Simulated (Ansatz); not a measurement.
# A workflow on SnCl2 (SMILES [Cl][Sn][Cl])

We compute a series of 20 runs (HF/STO-3G, UHF/STO-3G, HF/3-21G, UHF/3-21G, PBE/def2-SVP, UPBE/def2-SVP, r2SCAN/def2-TZVP, wB97X-V/def2-TZVP, and more) of Cl2Sn. 

The calculation is run with Ansatz 0.2.0.

## 1. Starting point

The species is SnCl2 (3 atoms), meant as a singlet with charge 0. SMILES: `[Cl][Sn][Cl]`. Geometry: relaxed at PBE0-D4/def2-TZVP. The run starts from this shape.

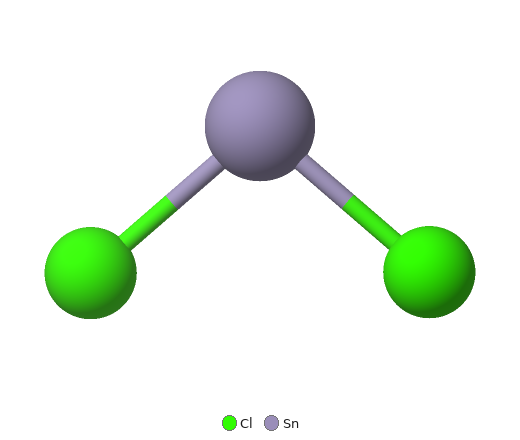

Viewed from a chosen angle; chlorine green, tin purple.

## 2. A geometry optimisation at HF/STO-3G (start density atoms) (run 1)

in.yaml

```yaml
crystal:
  periodic: [false, false, false]
  atoms:
    - {symbol: Cl, position_ang: [1.154200, 1.220700, 0.756000]}
    - {symbol: Sn, position_ang: [-0.796900, 0.518900, -0.376600]}
    - {symbol: Cl, position_ang: [-0.368200, -1.804500, -0.392600]}
basis:
  gaussian:
    orbitals: STO-3G
hamiltonian:
  xc: hf
relax:
  f_tol: 0.002
output: {orbitals: {seedname: orbitals}}
```

Launch:

```console
$ ansatz run in.yaml --threads 1 --pin off --max-ram 3480MiB --events-out events.jsonl --progress --plain --runs-dir runs
```

The program printed:

```text
Warning: RAYON_NUM_THREADS=1 ignored (pool sized by the plan → 1); use --threads N
The last accepted step is kept in runs//last_step.txt (removed where the run ends without a failure and the disk answers)
[... 43 lines left out ...]
Total energy: -187012.70009720 eV, -6872.5899668111 hartree
[... 3 lines left out ...]
Dipole moment:    -0.630398     0.429546    -0.295783 e Å
```

It took 6.6 s on 1 thread of Arm Neoverse V1, shared host; peak memory 0.11 GiB.

The path in brief:

```
step  energy from the first frame kept (eV)  largest force (eV/Å)
   1                                 0.0000                0.7378
   2                                 0.0098                0.6459
   3                                -0.0524                0.0888
   4                                -0.0529                0.0031
   5                                -0.0529                0.0011
```

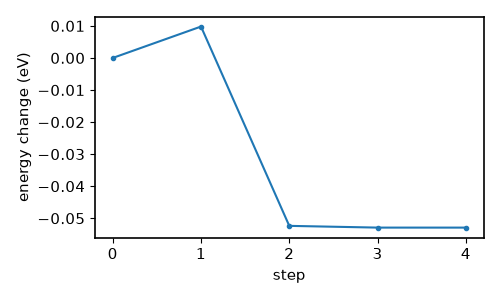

Energy along the run.

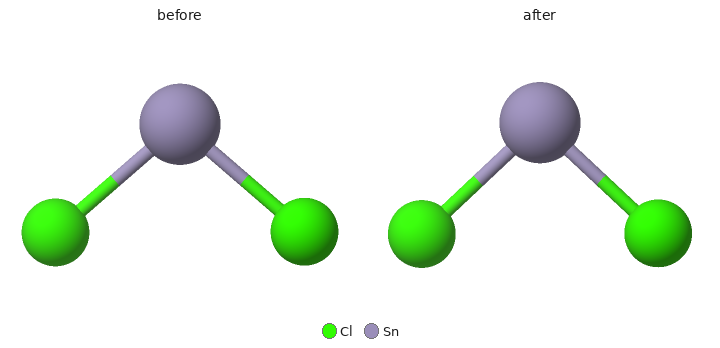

Before and after, at one scale.

After the run. Bond lengths: Cl1–Sn2 2.326 Å, Sn2–Cl3 2.326 Å. Angles: Cl1–Sn2–Cl3 93.7°.

## 3. The harmonic vibrations at HF/STO-3G (start density atoms) (run 2)

in.yaml

```yaml
crystal:
  periodic: [false, false, false]
  atoms:
    - symbol: Cl
      position_ang: [1.127351, 1.135925, 0.732384]
    - symbol: Sn
      position_ang: [-0.820448, 0.534934, -0.387650]
    - symbol: Cl
      position_ang: [-0.317803, -1.735759, -0.357934]
basis:
  gaussian: {orbitals: STO-3G}
hamiltonian: {xc: hf}
phonons: {temperatures: {t_min: 298.15, t_max: 298.15, t_step: 1}}
```

Launch:

```console
$ ansatz run in.yaml --threads 1 --pin off --max-ram 3480MiB --events-out events.jsonl --progress --plain --runs-dir runs
```

The program printed:

```text
Warning: RAYON_NUM_THREADS=1 ignored (pool sized by the plan → 1); use --threads N
[... 44 lines left out ...]
Total energy: -187012.70013947 eV, -6872.5899683644 hartree
[... 3 lines left out ...]
Dipole moment:    -0.630401     0.429548    -0.295785 e Å
Vibrations: 170.10 404.02 425.60 cm⁻¹, zero-point energy 0.061975 eV
```

Wall time 6.9 s (1 thread of Arm Neoverse V1, shared host); peak memory 0.11 GiB.

Runs 3 to 5 aren't shown in full; the table further down has their settings and results.

## 4. The harmonic vibrations at HF/3-21G (start density atoms) (run 6)

in.yaml

```yaml
crystal:
  periodic: [false, false, false]
  atoms:
    - {symbol: Cl, position_ang: [1.201222, 1.269096, 0.786661]}
    - {symbol: Sn, position_ang: [-0.830655, 0.541890, -0.392439]}
    - {symbol: Cl, position_ang: [-0.381466, -1.875886, -0.407422]}
basis:
  gaussian:
    orbitals: 3-21G.json
hamiltonian:
  xc: hf
phonons:
  temperatures: {t_min: 298.15, t_max: 298.15, t_step: 1}
magnetization:
  spin_polarized: false
```

The basis set 3-21G is read from a file made from the Basis Set Exchange's data (not shown).

Launch:

```console
$ ansatz run in.yaml --threads 1 --pin off --max-ram 3480MiB --events-out events.jsonl --progress --plain --runs-dir runs
```

The program printed:

```text
Warning: RAYON_NUM_THREADS=1 ignored (pool sized by the plan → 1); use --threads N
[... 44 lines left out ...]
Total energy: -188069.01486070 eV, -6911.4088183741 hartree
[... 3 lines left out ...]
Dipole moment:    -0.866072     0.590131    -0.406361 e Å
Vibrations: 119.92 332.71 341.90 cm⁻¹, zero-point energy 0.049255 eV
```

Wall time 9 s (1 thread of Arm Neoverse V1, shared host); peak memory 0.14 GiB.

Runs 7 to 19 aren't shown in full; the table further down has their settings and results.

## 5. The harmonic vibrations at B3LYP-D4/def2-TZVP (core potential, start density atoms) (run 20)

input.yaml

```yaml
crystal:
  periodic: [false, false, false]
  atoms:
    - {symbol: Cl, position_ang: [1.167528, 1.241241, 0.765420]}
    - {symbol: Sn, position_ang: [-0.801352, 0.521923, -0.378690]}
    - {symbol: Cl, position_ang: [-0.377076, -1.828063, -0.399930]}
basis:
  gaussian:
    orbitals: def2-TZVP
hamiltonian:
  xc: {name: B3LYP}
  dispersion: d4
phonons:
  temperatures:
    t_min: 298.15
    t_max: 298.15
    t_step: 1
```

Launch:

```console
$ ansatz run input.yaml --threads 1 --pin off --max-ram 3480MiB --events-out events.jsonl --progress --plain --runs-dir runs
```

The program printed:

```text
Warning: RAYON_NUM_THREADS=1 ignored (pool sized by the plan → 1); use --threads N
[... 7 lines left out ...]
958 factors; their error is unknown
[... 9 lines left out ...]
958 factors; their error is unknown
[... 4 lines left out ...]
958 factors; their error is unknown
[... 5 lines left out ...]
958 factors; their error is unknown
[... 4 lines left out ...]
958 factors; their error is unknown
[... 4 lines left out ...]
958 factors; their error is unknown
[... 4 lines left out ...]
958 factors; their error is unknown
[... 7 lines left out ...]
Dipole moment:    -0.551690     0.375915    -0.258853 e Å
Vibrations: 116.51 327.95 344.91 cm⁻¹, zero-point energy 0.048935 eV
```

Wall time 26 s (1 thread of Arm Neoverse V1, shared host); peak memory 0.24 GiB.

## 6. The series

```csv
run,level,task,walk f tol,partner,energy (Eh),dipole moment (D),wall time
1,HF/STO-3G (start density atoms),optimise,0.002,base,-6872.589967,3.93,6.6 s
2,HF/STO-3G (start density atoms),frequencies,–,base,-6872.589968,3.93,6.9 s
3,UHF/STO-3G (start density atoms),energy,–,cation,-6872.339563,–,1.2 s
4,UHF/STO-3G (start density atoms),optimise,–,cation,-6872.350459,–,7.8 s
5,HF/3-21G (start density atoms),optimise,0.002,base,-6911.408818,5.40,9 s
6,HF/3-21G (start density atoms),frequencies,–,base,-6911.408818,5.40,9 s
7,UHF/3-21G (start density atoms),energy,–,cation,-6911.048140,–,4.8 s
8,UHF/3-21G (start density atoms),optimise,–,cation,-6911.056452,–,17 s
9,"PBE/def2-SVP (core potential, start density atoms)",optimise,0.002,base,-1134.141637,3.03,6.9 s
10,"PBE/def2-SVP (core potential, start density atoms)",frequencies,–,base,-1134.141637,3.03,6.9 s
11,"UPBE/def2-SVP (core potential, start density atoms)",energy,–,cation,-1133.780583,–,13 s
12,"UPBE/def2-SVP (core potential, start density atoms)",optimise,–,cation,-1133.785278,–,32 s
13,"r2SCAN/def2-TZVP (core potential, start density atoms)",optimise,0.002,base,-1134.866771,3.17,29 s
14,"r2SCAN/def2-TZVP (core potential, start density atoms)",frequencies,–,base,-1134.866771,3.17,31 s
15,"wB97X-V/def2-TZVP (core potential, start density atoms)",optimise,0.002,base,-1134.684657,3.32,47 s
16,"wB97X-V/def2-TZVP (core potential, start density atoms)",frequencies,–,base,-1134.684657,3.32,60 s
17,"SVWN5/def2-TZVP (core potential, start density atoms)",optimise,0.002,base,-1131.560667,2.94,7.8 s
18,"SVWN5/def2-TZVP (core potential, start density atoms)",frequencies,–,base,-1131.560667,2.94,11 s
19,"B3LYP-D4/def2-TZVP (core potential, start density atoms)",optimise,0.002,base,-1134.957463,3.44,20 s
20,"B3LYP-D4/def2-TZVP (core potential, start density atoms)",frequencies,–,base,-1134.957463,3.44,26 s
```

## 7. Outcome

| quantity | value |
| --- | --- |
| run 20, B3LYP-D4/def2-TZVP: total energy | -1134.95746 Eh |
| run 20, B3LYP-D4/def2-TZVP: dipole moment | 3.44 D |
| run 20, B3LYP-D4/def2-TZVP: dispersion energy | -16.68 kJ/mol |
| run 20, B3LYP-D4/def2-TZVP: largest force on an atom | 0.001 eV/Å |
| run 20, B3LYP-D4/def2-TZVP: lowest harmonic wavenumber | 117 cm⁻¹ |
| run 20, B3LYP-D4/def2-TZVP: highest harmonic wavenumber | 345 cm⁻¹ |
| run 20, B3LYP-D4/def2-TZVP: zero-point energy | 4.7 kJ/mol |
| vertical ionisation energy (to the doublet cation), HF/STO-3G | 6.814 eV |
| vertical ionisation energy (to the doublet cation), HF/3-21G | 9.815 eV |
| vertical ionisation energy (to the doublet cation), PBE/def2-SVP | 9.825 eV |
| adiabatic ionisation energy (to the doublet cation, no zero-point term), HF/STO-3G | 6.517 eV |
| adiabatic ionisation energy (to the doublet cation, no zero-point term), HF/3-21G | 9.588 eV |
| adiabatic ionisation energy (to the doublet cation, no zero-point term), PBE/def2-SVP | 9.697 eV |

In words: At HF/STO-3G: removing an electron at fixed nuclei costs 6.81 eV (657 kJ/mol). In a minimal basis such a difference can be off by several eV, whatever the method. At HF/3-21G: removing an electron at fixed nuclei costs 9.81 eV (226 kcal/mol). At PBE/def2-SVP: the vertical ionisation energy comes to 9.82 eV (948 kJ/mol). At HF/STO-3G: the adiabatic ionisation energy (to the doublet cation, no zero-point term) is 6.52 eV (150 kcal/mol). At HF/3-21G: the adiabatic ionisation energy (to the doublet cation, no zero-point term) is 9.59 eV (925 kJ/mol). Totals of different functionals can't be ranked against each other. Some runs of one species differ in core potentials or relativity; totals across that change don't compare. In runs 1, 2, 3, 4 the basis is minimal, so the values are rough. In runs 1, 2, 3, 4, 5, 6, 7, 8 relativity is left out where basis or elements ask for it. All runs together took 5.9 min, the longest 60 s.
